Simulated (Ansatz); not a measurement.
System: Ti₂NO.

The calculation's input:

```
crystal:
  lattice:
    - [1.5099911214, 0.8717937804, 4.9785449357]
    - [-1.5099911214, 0.8717937804, 4.9785449357]
    - [0.0, -1.7435875608, 4.9785449357]
  atoms:
    - { symbol: Ti, position: [0.2404865452, 0.2404865452, 0.2404865452] }
    - { symbol: Ti, position: [0.7595134548, 0.7595134548, 0.7595134548] }
    - { symbol: "N", position: [0.5, 0.5, 0.5] }
    - { symbol: O, position: [0.0, 0.0, 0.0] }
basis:
  ecutwfc: 420
kpoints:
  mp_grid: { grid: [18, 18, 18] }
  band_path:
    path:
      - [[0.0, 0.0, 0.0], [0.5, 0.5, 0.5], [0.81289096, 0.18710904, 0.5]]
      - [[0.5, -0.18710904, 0.18710904], [0.5, 0.0, 0.0], [0.0, 0.0, 0.0], [0.34355452, -0.34355452, 0.0]]
      - [[0.65644548, 0.0, 0.34355452], [0.5, 0.0, 0.5], [0.0, 0.0, 0.0]]
    npoints: 14
hamiltonian:
  xc: pbesol
scf:
  occupations: { method: gaussian, width: 0.1 }
  n_extra_bands: 10
output:
  forces: true
  stress: true
  eigenvalues: true
  populations: true
  dos: { projected: true, de: 0.02, nscf_kmesh: { grid: [22, 22, 22] } }
  bader: true
  write_density: true
  write_potential: true
  elf: true
  volumetric_format: npy
```

Run with:

```sh
ansatz run input.yaml --threads 1 --pin off --max-ram 2560MiB --backend cpu --events-out ev --progress --plain --runs-dir out
```

Below, planes, directions and counts refer to the conventional cell (a = 3.02 Å, b = 3.02 Å, c = 14.94 Å, α = 90.00°, β = 90.00°, γ = 120.00°).

Space group R-3m; a structure generated by program, which may or may not match a known phase; computed pressure about −9 GPa in this cell; computed without spin polarisation.

Computed with DFT PBEsol, scalar-relativistic, plane waves, PAW (Ansatz 0.2.0).

Predict the valence pseudo-density and electron localisation function between the atoms.

Answer. Ti–N (2.06 Å): ρ is about 0.56 e/Å³ halfway; the ELF peaks at about 0.80 in the valence shell of N, 0.6 Å from its nucleus, and is about 0.20 at the midpoint: no shared electron pair shows on this line.
Ti–O (2.23 Å): the density is about 0.35 e/Å³ at the midpoint; the ELF peaks at about 0.80 in the valence shell of O, 0.6 Å from its nucleus, and is about 0.10 at the midpoint (no localised pair shows between them).
Ti–Ti (2.81 Å): ρ is about 0.25 e/Å³ halfway; the ELF is about 0.20 at the midpoint (no localised pair shows between them).
Bader's partition of the density gives Ti +1.62, N −1.82 and O −1.42 e.

How much charge does the calculation move between the atoms?

Answer. Electrons move from Ti towards N and O. Bader charges: Ti +1.62, N −1.82 and O −1.42 e.

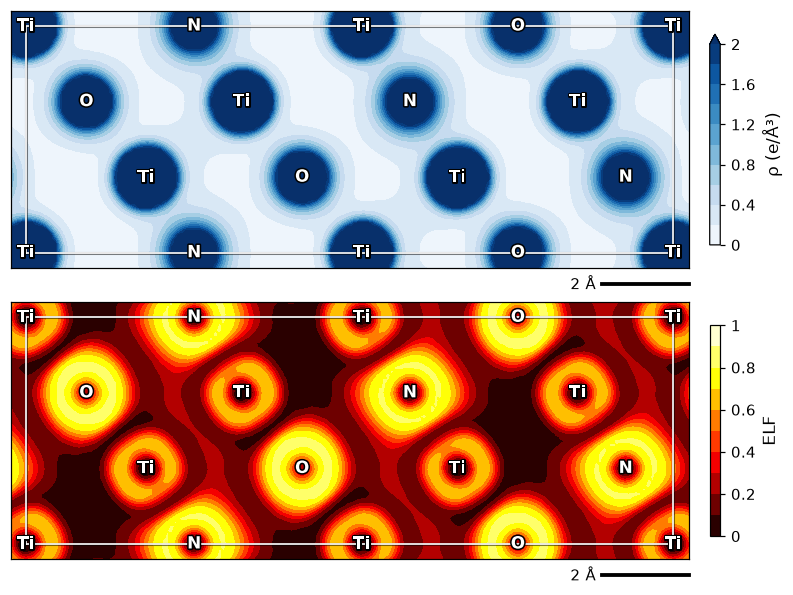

Computed valence pseudo-density and electron localisation function on the (110) plane of the conventional cell, in this order. 

In a PAW calculation such maps are meaningful between the atoms, not at the nuclei.
